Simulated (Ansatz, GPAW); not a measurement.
**Cutoff, mesh and smearing for a 2-layer slab of Ca(100)**

How do cutoff, mesh, smearing and the dipole layer change the work function of a 2-layer slab of Ca(100)?

Calculated with GPAW 26.7.0 and Ansatz 0.2.0; Ansatz plane waves; slab in vacuum with a dipole correction, relaxation, in the first sound run; inputs show where later runs differ.

## 1. The starting structure

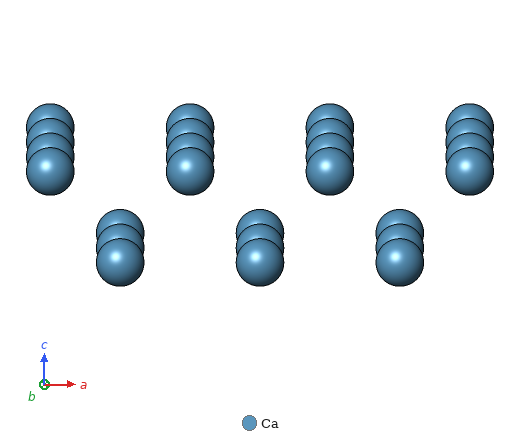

The starting structure, seen nearly edge on (calcium blue). 3×3×1 cells are drawn. Some periodic images of atoms are drawn too.

The cell holds 2 atoms: 2 Ca. Cell: a = 3.946 Å, b = 3.946 Å, c = 16.790 Å, α = 90.0°, β = 90.0°, γ = 90.0°. Vacuum lies along c.

Structure file:

```cif
data_structure
_symmetry_space_group_name_H-M 'P 1'
_symmetry_Int_Tables_number 1
_cell_length_a 3.9457
_cell_length_b 3.9457
_cell_length_c 16.7900
_cell_angle_alpha 90.000
_cell_angle_beta 90.000
_cell_angle_gamma 90.000
_cell_volume 261.39
loop_
_atom_site_label
_atom_site_type_symbol
_atom_site_fract_x
_atom_site_fract_y
_atom_site_fract_z
_atom_site_occupancy
Ca1 Ca 0.50000 0.50000 0.41691 1
Ca2 Ca 0.00000 0.00000 0.58309 1
```

## 2. Relaxing the atoms

Forces are removed first; all later runs use this geometry. The lowest 1 atoms are held at bulk positions and keep their forces.

input.yaml reads:

```yaml
crystal:
  lattice:
    - [3.945655839, 0.0, 0.0]
    - [0.0, 3.945655839, 0.0]
    - [0.0, 0.0, 16.79]
  atoms:
    - { symbol: Ca, position: [0.5, 0.5, 0.4169148303] }
    - { symbol: Ca, position: [0.0, 0.0, 0.5830851697] }
kpoints:
  mp_grid: { grid: [8, 8, 1] }
hamiltonian:
  xc: pbe
scf:
  occupations: { method: fermi_dirac, width: 0.1 }
efield:
  axis: 3
  dipole_correction: true
  ramp_width: 0.05
relax:
  f_tol: 0.02
  max_steps: 60
  constraints: [{ sites: [0] }]
output:
  write_potential: true
  write_density: true
  volumetric_format: npy
```

Command:

```sh
ansatz run input.yaml --threads 4 --pin off --max-ram 8192MiB --backend cpu --events-out ev --progress --plain --runs-dir out
```

Numbers of over 12 decimals in the logs are rounded to 6 here.

What it wrote:

```text
Engine: ansatz 0.2.0, x86_64-unknown-linux-gnu
Pseudopotentials: kind: paw
Pseudopotential: Ca, paw, valence charge 10, recommended cutoff 420 eV (normal), Ca.paw.azcp
Functional definition: PBE
  parameter kappa = 0.804
  parameter beta = 0.066725
  exchange = pbe_x(kappa = kappa, mu = beta*pi^2/3)
  correlation = pbe_c(beta = beta)
Crystal: 2 atoms, lattice volume = 261.390 Å³
Basis set: ecut = 420 eV, 5129 PW (Γ), exchange–correlation on 54×54×240 points (8 copies of the dense FFT grid, shifted against one another)
Bands: 14, of which v1, the nominal top of the filled ones, is band 10 counted from 1 (9 counted from 0)
Symmetry: 8 space group operations
k-points: 15 of 64
Non-local potential: Ca, projectors of the file, l = 0: 3, l = 1: 2, l = 2: 2
PAW form: soft (Blöchl's): semilocal exchange-correlation on the pseudo side does not see the compensation charge
PAW one-centre angular grid: Ca, 110 points (default); XC on 64 Gauss nodes
Initial density: superposition of atomic densities (neutral atoms: chi_scale 0, normalization atom), corrected by the library's trained network
Initial wavefunctions: pseudopotential atomic-orbital guess
Functional: x = pbe(κ = 0.804, μ = 0.219515), c = pbe(β = 0.066725)
SCF iter   1: F=—  HF=-3632.868551 eV  |F-HF|=—  |Δ(HF+E_count)|=         —  Δρ=1.75e-3  dr2=6.97e-2  ethr=1.77e-3  p=0.000 e·Å  D=1.58e-14 V/Å  ΔV_dip=-0.00 eV  dr2_dipole=1.38e-8  V_vac-E_F(+/−)=2.74/2.74 eV  ⟨swp⟩=8.8  Hψ=1559  notcnv=0
efield: sawtooth ramp at fractional position 0.9750 (placed from the atoms, in the widest stretch of the axis that holds none; the zero of the levels goes with the place), width 0.0500; the density the first Hamiltonian is built on has a dipole p = 0.000 e·Å; the dipole correction subtracts the counter field D = 1.58e-14 V/Å, which shifts the + side's vacuum level by -0.00 eV against the − side's; the planar-averaged density in the ramp window peaks in size at 8.3e-5 e/Å³
preconditioner: auto → LDOS  [metal: Δε(μ)=0.052 eV  Ē_g=2.132 eV  σ=0.100 eV  W_gap=0.13  n_scr=28 (ndim 8)  ℏωp=4.6 eV  f_vac=0.525  D(μ)=2.79/eV (n_scr^D=6)  β→1.0]
SCF iter   2: F=—  HF=-3632.863068 eV  |F-HF|=—  |Δ(HF+E_count)|=   5.48e-3  Δρ=8.66e-4  dr2=6.44e-3  ethr=3.48e-4  p=-0.000 e·Å  D=-5.23e-5 V/Å  ΔV_dip=0.00 eV  dr2_dipole=5.34e-7  V_vac-E_F(+/−)=2.77/2.77 eV  ⟨swp⟩=1.7  Hψ=368  notcnv=0
SCF iter   3: F=—  HF=-3632.862853 eV  |F-HF|=—  |Δ(HF+E_count)|=   2.15e-4  Δρ=4.23e-4  dr2=9.20e-4  ethr=3.22e-5  p=0.000 e·Å  D=4.29e-6 V/Å  ΔV_dip=-0.00 eV  dr2_dipole=5.06e-7  V_vac-E_F(+/−)=2.73/2.73 eV  ⟨swp⟩=2.0  Hψ=331  notcnv=0
SCF iter   4: F=—  HF=-3632.862660 eV  |F-HF|=—  |Δ(HF+E_count)|=   1.93e-4  Δρ=7.40e-5  dr2=5.44e-5  ethr=4.60e-6  p=0.000 e·Å  D=2.75e-5 V/Å  ΔV_dip=-0.00 eV  dr2_dipole=4.34e-8  V_vac-E_F(+/−)=2.72/2.72 eV  ⟨swp⟩=2.1  Hψ=310  notcnv=0
iter 5 did not close the SCF: its close was put off for the readings that it lacked (scf_convergence_deferred on its scf_iter line)
SCF iter   5: F=-3632.862666 eV  HF=-3632.862665 eV  |F-HF|=4.71e-7  |Δ(HF+E_count)|=   5.16e-6  Δρ=1.28e-5  dr2=8.97e-7  ethr=2.72e-7  p=0.000 e·Å  D=2.08e-5 V/Å  ΔV_dip=-0.00 eV  dr2_dipole=2.24e-9  V_vac-E_F(+/−)=2.71/2.71 eV  ⟨swp⟩=2.0  Hψ=239  notcnv=0
SCF iter   6: F=-3632.862666 eV  HF=-3632.862666 eV  |F-HF|=1.56e-10  |Δ(HF+E_count)|=   6.35e-7  Δρ=3.21e-6  dr2=7.66e-8  ethr=4.49e-9  p=0.000 e·Å  D=9.86e-6 V/Å  ΔV_dip=-0.00 eV  dr2_dipole=3.79e-10  V_vac-E_F(+/−)=2.71/2.71 eV  ⟨swp⟩=7.1  Hψ=1602  notcnv=0
WARN: efield: at this solve's end the planar-averaged density reaches 1.12e-5 e/Å³ inside the ramp window [0.9154, 0.0846] (bound 1e-5 e/Å³); the window's nearer edge stands 5.58 Å from this solve's nearest atom along the axis. Its work functions, free energy, forces, stress, dipole, levels and responses can be off, and this figure does not tell by how much. A short vacuum, a low `basis.ecutwfc` or `basis.ecutrho_ratio` and negative occupations (`scf.occupations.method`) can put density there. See the manual's quickstart, § The vacuum guard
SCF 1 converged in 6 iterations: F = -3632.862666 eV  dr2 = 7.66e-8
  greatest PAW one-centre occupation: 0.996 electrons in one spin orbital (limit 2), on the Ca atom at site 0 (counted from 0), in its partial waves of l = 0
relax step   1: F+E_penalty+E_count = -3632.86266574 eV  Δ(F+E_penalty+E_count) = +0.000e0 eV  max|allowed force component| = 2.274e-1 eV/Å  Δτ_max = 0.0000 Å  (6 SCF iters, dr2 threshold 1.00e-5 eV, accepted)
Initial density: handed on by an earlier stage of this run
Initial wavefunctions: those handed on with the density
iter 1 solved again at ethr=1.79e-4 eV; its pass at ethr=3.10e-3 eV (dr2=3.58e-2 eV) is discarded
SCF iter   1: F=—  HF=-3632.885454 eV  |F-HF|=—  |Δ(HF+E_count)|=         —  Δρ=1.40e-3  dr2=4.01e-2  ethr=1.79e-4  p=0.000 e·Å  D=9.73e-6 V/Å  ΔV_dip=-0.00 eV  dr2_dipole=8.83e-3  V_vac-E_F(+/−)=2.76/2.76 eV  ⟨swp⟩=1.2  Hψ=1246  notcnv=0
efield: sawtooth ramp at fractional position 0.9750 (handed on by an earlier solve), width 0.0500; the density the first Hamiltonian is built on has a dipole p = 0.000 e·Å; the dipole correction subtracts the counter field D = 9.73e-6 V/Å, which shifts the + side's vacuum level by -0.00 eV against the − side's; the planar-averaged density in the ramp window peaks in size at 1.1e-5 e/Å³
preconditioner: auto → LDOS  [metal: Δε(μ)=0.071 eV  Ē_g=2.193 eV  σ=0.100 eV  W_gap=0.18  n_scr=28 (ndim 8)  ℏωp=4.6 eV  f_vac=0.535  D(μ)=2.64/eV (n_scr^D=6)  β→1.0]
SCF iter   2: F=—  HF=-3632.882102 eV  |F-HF|=—  |Δ(HF+E_count)|=   3.35e-3  Δρ=7.91e-4  dr2=7.73e-3  ethr=1.79e-4  p=0.010 e·Å  D=6.90e-3 V/Å  ΔV_dip=-0.12 eV  dr2_dipole=2.39e-3  V_vac-E_F(+/−)=2.60/2.72 eV  ⟨swp⟩=2.7  Hψ=354  notcnv=0
SCF iter   3: F=—  HF=-3632.881023 eV  |F-HF|=—  |Δ(HF+E_count)|=   1.08e-3  Δρ=2.63e-4  dr2=5.65e-4  ethr=3.86e-5  p=0.003 e·Å  D=1.93e-3 V/Å  ΔV_dip=-0.03 eV  dr2_dipole=4.96e-5  V_vac-E_F(+/−)=2.68/2.71 eV  ⟨swp⟩=2.1  Hψ=309  notcnv=0
SCF iter   4: F=—  HF=-3632.881068 eV  |F-HF|=—  |Δ(HF+E_count)|=   4.53e-5  Δρ=8.50e-5  dr2=6.30e-5  ethr=2.83e-6  p=0.001 e·Å  D=1.03e-3 V/Å  ΔV_dip=-0.02 eV  dr2_dipole=7.38e-7  V_vac-E_F(+/−)=2.69/2.70 eV  ⟨swp⟩=2.2  Hψ=326  notcnv=0
SCF iter   5: F=-3632.881068 eV  HF=-3632.881069 eV  |F-HF|=1.00e-6  |Δ(HF+E_count)|=   6.07e-7  Δρ=2.00e-5  dr2=2.52e-6  ethr=1.62e-8  p=0.000 e·Å  D=1.22e-4 V/Å  ΔV_dip=-0.00 eV  dr2_dipole=1.56e-7  V_vac-E_F(+/−)=2.70/2.70 eV  ⟨swp⟩=8.9  Hψ=1674  notcnv=0
WARN: efield: at this solve's end the planar-averaged density reaches 1.08e-5 e/Å³ inside the ramp window [0.9154, 0.0846] (bound 1e-5 e/Å³); the window's nearer edge stands 5.58 Å from this solve's nearest atom along the axis. Its work functions, free energy, forces, stress, dipole, levels and responses can be off, and this figure does not tell by how much. A short vacuum, a low `basis.ecutwfc` or `basis.ecutrho_ratio` and negative occupations (`scf.occupations.method`) can put density there. See the manual's quickstart, § The vacuum guard
SCF 2 converged in 5 iterations: F = -3632.881068 eV  dr2 = 2.52e-6
relax step   2: F+E_penalty+E_count = -3632.88106801 eV  Δ(F+E_penalty+E_count) = -1.840e-2 eV  max|allowed force component| = 1.151e-1 eV/Å  Δτ_max = 0.1064 Å  (5 SCF iters, dr2 threshold 3.23e-6 eV, accepted)
SCF iter   1: F=—  HF=-3632.889535 eV  |F-HF|=—  |Δ(HF+E_count)|=         —  Δρ=1.34e-3  dr2=3.54e-2  ethr=2.09e-3  p=0.000 e·Å  D=1.36e-4 V/Å  ΔV_dip=-0.00 eV  dr2_dipole=9.97e-3  V_vac-E_F(+/−)=2.75/2.75 eV  ⟨swp⟩=4.9  Hψ=928  notcnv=0
efield: sawtooth ramp at fractional position 0.9686 (placed anew in the vacuum of the place that an earlier solve handed on: the zero of the levels moves with the ramp), width 0.0500; the density the first Hamiltonian is built on has a dipole p = 0.000 e·Å; the dipole correction subtracts the counter field D = 1.36e-4 V/Å, which shifts the + side's vacuum level by -0.00 eV against the − side's; the planar-averaged density in the ramp window peaks in size at 8.6e-6 e/Å³
preconditioner: auto → LDOS  [metal: Δε(μ)=0.088 eV  Ē_g=2.220 eV  σ=0.100 eV  W_gap=0.22  n_scr=28 (ndim 8)  ℏωp=4.6 eV  f_vac=0.543  D(μ)=2.64/eV (n_scr^D=6)  β→1.0]
SCF iter   2: F=—  HF=-3632.886805 eV  |F-HF|=—  |Δ(HF+E_count)|=   2.73e-3  Δρ=7.31e-4  dr2=5.03e-3  ethr=1.77e-4  p=0.010 e·Å  D=7.16e-3 V/Å  ΔV_dip=-0.12 eV  dr2_dipole=2.52e-3  V_vac-E_F(+/−)=2.63/2.75 eV  ⟨swp⟩=1.7  Hψ=356  notcnv=0
SCF iter   3: F=—  HF=-3632.886272 eV  |F-HF|=—  |Δ(HF+E_count)|=   5.34e-4  Δρ=3.01e-4  dr2=8.66e-4  ethr=2.51e-5  p=0.002 e·Å  D=1.49e-3 V/Å  ΔV_dip=-0.02 eV  dr2_dipole=9.98e-5  V_vac-E_F(+/−)=2.69/2.71 eV  ⟨swp⟩=2.1  Hψ=322  notcnv=0
SCF iter   4: F=—  HF=-3632.886196 eV  |F-HF|=—  |Δ(HF+E_count)|=   7.59e-5  Δρ=1.04e-4  dr2=7.82e-5  ethr=4.33e-6  p=0.001 e·Å  D=6.29e-4 V/Å  ΔV_dip=-0.01 eV  dr2_dipole=6.45e-6  V_vac-E_F(+/−)=2.69/2.70 eV  ⟨swp⟩=2.4  Hψ=343  notcnv=0
SCF iter   5: F=—  HF=-3632.886274 eV  |F-HF|=—  |Δ(HF+E_count)|=   7.80e-5  Δρ=3.00e-5  dr2=1.20e-5  ethr=3.91e-7  p=0.000 e·Å  D=2.60e-4 V/Å  ΔV_dip=-0.00 eV  dr2_dipole=9.30e-7  V_vac-E_F(+/−)=2.69/2.70 eV  ⟨swp⟩=2.7  Hψ=353  notcnv=0
SCF iter   6: F=-3632.886274 eV  HF=-3632.886274 eV  |F-HF|=2.55e-7  |Δ(HF+E_count)|=   6.03e-8  Δρ=1.07e-5  dr2=4.90e-7  ethr=4.14e-9  p=0.000 e·Å  D=2.39e-5 V/Å  ΔV_dip=-0.00 eV  dr2_dipole=1.12e-8  V_vac-E_F(+/−)=2.70/2.70 eV  ⟨swp⟩=8.5  Hψ=1578  notcnv=0
SCF 3 converged in 6 iterations: F = -3632.886274 eV  dr2 = 4.90e-7
  greatest PAW one-centre occupation: 0.996 electrons in one spin orbital (limit 2), on the Ca atom at site 1 (counted from 0), in its partial waves of l = 0
relax step   3: F+E_penalty+E_count = -3632.88627361 eV  Δ(F+E_penalty+E_count) = -5.206e-3 eV  max|allowed force component| = 2.263e-2 eV/Å  Δτ_max = 0.1088 Å  (6 SCF iters, dr2 threshold 8.28e-7 eV, accepted)
SCF iter   1: F=—  HF=-3632.886504 eV  |F-HF|=—  |Δ(HF+E_count)|=         —  Δρ=2.41e-4  dr2=1.12e-3  ethr=4.75e-5  p=0.000 e·Å  D=2.39e-5 V/Å  ΔV_dip=-0.00 eV  dr2_dipole=2.15e-4  V_vac-E_F(+/−)=2.69/2.69 eV  ⟨swp⟩=3.3  Hψ=623  notcnv=0
efield: sawtooth ramp at fractional position 0.9686 (handed on by an earlier solve), width 0.0500; the density the first Hamiltonian is built on has a dipole p = 0.000 e·Å; the dipole correction subtracts the counter field D = 2.39e-5 V/Å, which shifts the + side's vacuum level by -0.00 eV against the − side's; the planar-averaged density in the ramp window peaks in size at 7.7e-6 e/Å³
preconditioner: auto → LDOS  [metal: Δε(μ)=0.067 eV  Ē_g=2.203 eV  σ=0.100 eV  W_gap=0.17  n_scr=28 (ndim 8)  ℏωp=4.6 eV  f_vac=0.540  D(μ)=2.66/eV (n_scr^D=6)  β→1.0]
SCF iter   2: F=—  HF=-3632.886419 eV  |F-HF|=—  |Δ(HF+E_count)|=   8.49e-5  Δρ=1.45e-4  dr2=1.89e-4  ethr=5.60e-6  p=-0.001 e·Å  D=-7.45e-4 V/Å  ΔV_dip=0.01 eV  dr2_dipole=1.55e-5  V_vac-E_F(+/−)=2.71/2.70 eV  ⟨swp⟩=1.9  Hψ=368  notcnv=0
SCF iter   3: F=—  HF=-3632.886388 eV  |F-HF|=—  |Δ(HF+E_count)|=   3.03e-5  Δρ=5.09e-5  dr2=2.12e-5  ethr=9.44e-7  p=-0.000 e·Å  D=-2.27e-4 V/Å  ΔV_dip=0.00 eV  dr2_dipole=3.30e-6  V_vac-E_F(+/−)=2.70/2.70 eV  ⟨swp⟩=2.1  Hψ=327  notcnv=0
SCF iter   4: F=—  HF=-3632.886467 eV  |F-HF|=—  |Δ(HF+E_count)|=   7.85e-5  Δρ=1.44e-5  dr2=2.13e-6  ethr=1.06e-7  p=-0.000 e·Å  D=-1.49e-4 V/Å  ΔV_dip=0.00 eV  dr2_dipole=9.10e-8  V_vac-E_F(+/−)=2.70/2.70 eV  ⟨swp⟩=2.5  Hψ=341  notcnv=0
SCF iter   5: F=-3632.886467 eV  HF=-3632.886467 eV  |F-HF|=2.26e-8  |Δ(HF+E_count)|=   3.96e-9  Δρ=3.78e-6  dr2=8.53e-8  ethr=5.00e-10  p=-0.000 e·Å  D=-2.77e-5 V/Å  ΔV_dip=0.00 eV  dr2_dipole=9.21e-10  V_vac-E_F(+/−)=2.70/2.70 eV  ⟨swp⟩=7.6  Hψ=1472  notcnv=0
SCF 4 converged in 5 iterations: F = -3632.886467 eV  dr2 = 8.53e-8
relax step   4: F+E_penalty+E_count = -3632.88646685 eV  Δ(F+E_penalty+E_count) = -1.932e-4 eV  max|allowed force component| = 1.144e-3 eV/Å  Δτ_max = 0.0178 Å  (5 SCF iters, accepted)
NSCF: frozen V_eff on 15 k-points
the band table was solved once a step of the walk had ended and its energy, with any forces and stress, was formed, with the checks that follow a solve (1742 applications of the Hamiltonian). They found nothing against the state; the energy, forces and stress were not computed again (output.eigenvalues in the input reference)
WARN: The output density's exchange-correlation potential varies sharply where the density is thin. Do not read a vacuum level from v_tot or v_xc, or from such a field of the output density. On a cell that repeats whose density bears no net charge and no dipole along the vacuum's axis use v_es (v_loc + v_h of the components); under efield.dipole_correction with no amplitude use v_es + v_field, which holds any externa [...]
SCF converged after 5 iterations
Free energy (F): -3632.886467 eV
Harris-Foulkes:  -3632.886467 eV  (|F-HF|=2.26e-8)
Internal energy: -3632.800215 eV  (E = F + TS)
E sigma→0 (E₀):  -3632.843341 eV
Entropy (-TS):   -0.086252 eV (-43.126 meV/atom)
Fermi energy:    -0.074341 eV
Dipole field:    D = -0.000063 V/Å  (p = -0.000092 e·Å, saw-weighted, corrected)
Work function:   Φ+ = 2.6984 eV   Φ− = 2.6974 eV
Levels:          The Fermi level and band energies are counted from a zero that moves with the ramp; work functions are not
--- Per-component energies (eV) ---
  E_band       = -457.908769
  E_kinetic    = 549.333031
  E_local      = -5045.762439  (includes V_loc(G=0)·N_el)
  E_nonlocal   = 127.360519
  E_hartree    = 2188.563864
  E_xc         = -270.524389
  E_vxc        = -337.074763  (∫ρ·V_xc dr)
  E_paw        = -1716.419377  (= ΣΔE_a)
  E_vpaw       = -128.892077  (= ΣTr[D̂ρ^β])
  E_aug_tail   = -0.000012  (compensation charges beyond the density's cutoff)
  E_efield     = 0.000000  (sawtooth field / dipole correction)
  E_vefield    = 0.000011  (∫n·V_field dr)
  E_ewald      = 534.648589
  E_smearing   = -0.086252  (= −TS)
  E_closure    = 0.000000  (closes the sum)
  Σ components = -3632.886467   (vs F -3632.886467, Δ=0.00e0)
--- Forces (eV/Å), atoms counted from 1 ---
  atom   1  Ca     0.00000000     0.00000000     0.00120396
  atom   2  Ca    -0.00000000     0.00000000    -0.00114406
  max |Σ_I F_I| component: 5.99e-5 eV/Å
--- Band table (eV; the first three rows and the last of 15) ---
  k-point 0: bands = [... 6 lower, -23.4627, -23.4627, -3.5084, -1.7463, 0.2741, 0.5374, 0.6527, 1.5666]
  k-point 1: bands = [... 6 lower, -23.4724, -23.4633, -3.3391, -1.5891, 0.3482, 0.5196, 0.7418, 1.5809]
  k-point 2: bands = [... 6 lower, -23.4897, -23.4652, -2.8505, -1.1480, 0.3151, 0.5210, 1.0036, 1.5655]
  k-point 14: bands = [... 6 lower, -23.5108, -23.5108, -0.1567, -0.1567, 0.3549, 0.3549, 1.7368, 1.7368]
--- Relaxed structure (4 steps of the walk, 4 accepted, 0 SCFs on fresh bases) ---
  F+E_penalty+E_count = -3632.88646685 eV   max|allowed force component| = 1.144e-3 eV/Å
  atoms:
    - { symbol: Ca, position: [0.5, 0.5, 0.416915] }
    - { symbol: Ca, position: [0, 0.0, 0.571328] }
```

It took 3 s on 4 threads of AMD EPYC 9R14 (Zen 4), shared host; peak memory 0.51 GiB; 11 s of CPU time.

Relaxation path:

| step | energy less that of the first step (eV) | largest force component (eV/Å) |
| --- | --- | --- |
| 1 | 0.0000 | 0.2274 |
| 2 | -0.0184 | 0.1151 |
| 3 | -0.0236 | 0.0226 |
| 4 | -0.0238 | 0.0011 |

The run keeps the 8 symmetry operations that it works with, so distortions that break them were not tested.

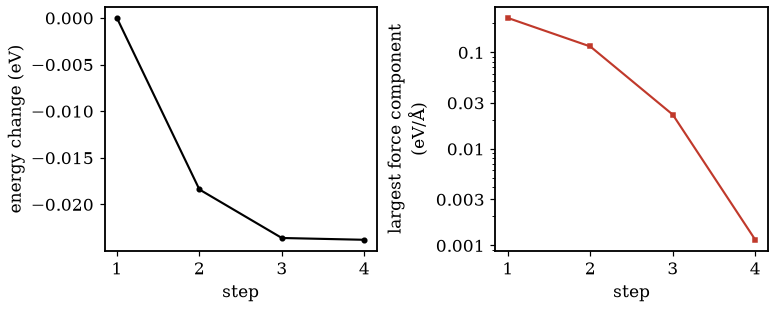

Energy and largest force along the relaxation.

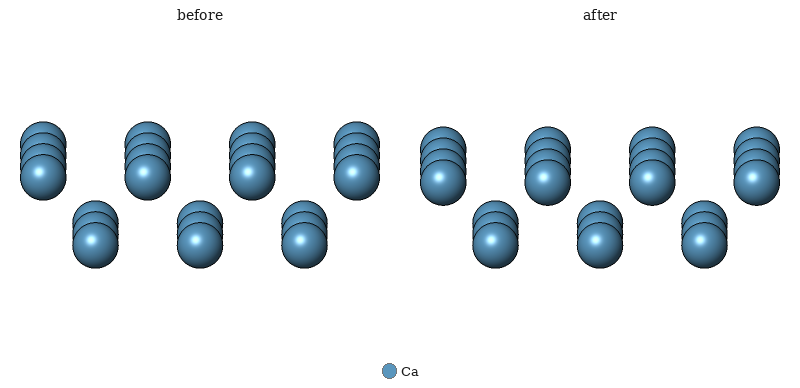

Before and after, at one scale.

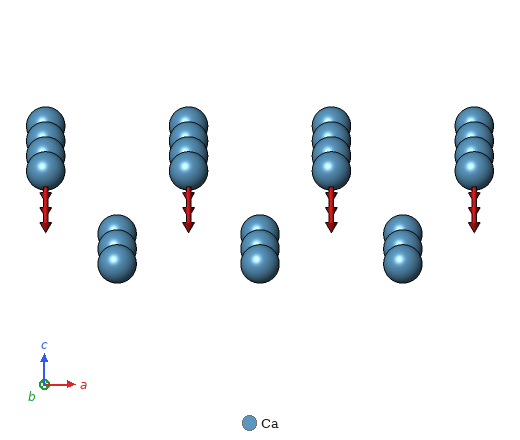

Displacements in the relaxation, exaggerated; the longest in the cell stands for 0.20 Å. 3×3×1 cells are drawn. Some periodic images of atoms are drawn too.

The atoms that moved most (Å):

```
atom     dx     dy      dz  length
 Ca2  0.000  0.000  -0.197   0.197
```

The relaxed structure:

```xyz
2
Lattice="3.9457 0.0000 0.0000 0.0000 3.9457 0.0000 0.0000 0.0000 16.7900" Properties=species:S:1:pos:R:3
Ca    1.9728    1.9728    7.0000
Ca    0.0000    0.0000    9.5926
```

Numbers from this step:

```yaml
free_energy: -3632.8865 eV
smearing_term_ts: 0.08625 eV
symmetry_operations: 8
upper_work_function: 2.698 eV
lower_work_function: 2.697 eV
dipole_along_the_normal: -9.15e-5 e·Å
dipole_field: -6.34e-5 V/Å
vacuum_level_above: 2.624 eV
vacuum_level_below: 2.623 eV
```

The electrostatic potential energy of an electron (with the applied field's), less the Fermi level, planar mean by z:

| z (Å) | electrostatic potential energy of an electron (with the applied field's), less the Fermi level, planar mean (eV) |
| --- | --- |
| 0 | 2.70 |
| 1 | 2.70 |
| 2 | 2.70 |
| 3 | 2.69 |
| 4 | 2.61 |
| 5 | 2.12 |
| 6 | -0.350 |
| 7 | -7.77 |
| 8 | -0.239 |
| 9 | -3.31 |
| 10 | -5.50 |
| 11 | 1.12 |
| 12 | 2.43 |
| 13 | 2.66 |
| 14 | 2.69 |
| 15 | 2.70 |
| 16 | 2.70 |

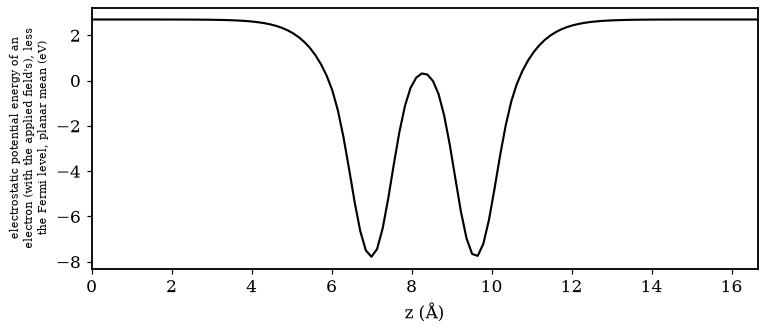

Electrostatic potential energy of an electron (with the applied field's), less the Fermi level, planar mean, plotted against z.

Table of valence density, planar mean by z:

| z (Å) | valence density, planar mean (e/Å³) |
| --- | --- |
| 2 | 3.7e-5 |
| 3 | 2.7e-4 |
| 4 | 0.00178 |
| 5 | 0.00930 |
| 6 | 0.0510 |
| 7 | 0.552 |
| 8 | 0.0791 |
| 9 | 0.222 |
| 10 | 0.351 |
| 11 | 0.0216 |
| 12 | 0.00496 |
| 13 | 8.4e-4 |
| 14 | 1.2e-4 |
| 15 | 1.6e-5 |

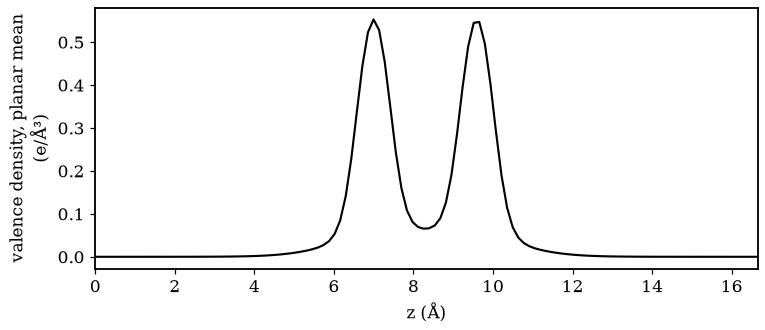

Valence density, planar mean, plotted against z.

The relaxation lowered the energy of the cell by 0.0238 eV.

(Part 1 of 2 ends here.)

[Logs are printed without paths, hosts, clocks, repeated set-up lines and the standing remarks that a program may print on its own settings, such as how far it seeks lower states.]

[Hosts, paths, dates, database ids (printed as entryN), source tags and the programs' standing remarks are cut or masked in the printed files.]
